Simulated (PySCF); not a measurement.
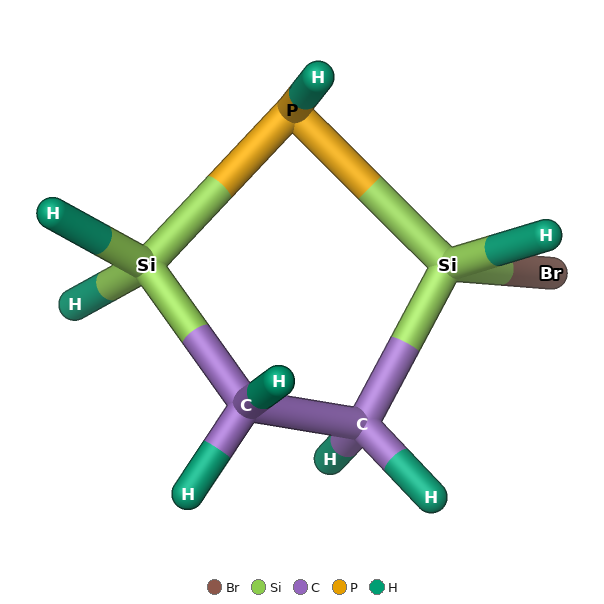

The computed structure is the end point of a PBE0-D3(BJ)/def2-SVP optimisation. No frequency run is at hand to confirm it as a minimum. Level of theory: PBE/def2-SVPD, gas phase (PySCF 2.14.0). Excitations: vertical, linear response.

What is the HOMO energy (Kohn–Sham orbital)?

Answer. −6.47 eV.

What is the mean static polarisability?

Answer. 128.7 bohr³.

Estimate the lowest vertical singlet excitation.

Answer. 5.25 eV.

Give the dipole moment at this level.

Answer. 2.69 D.
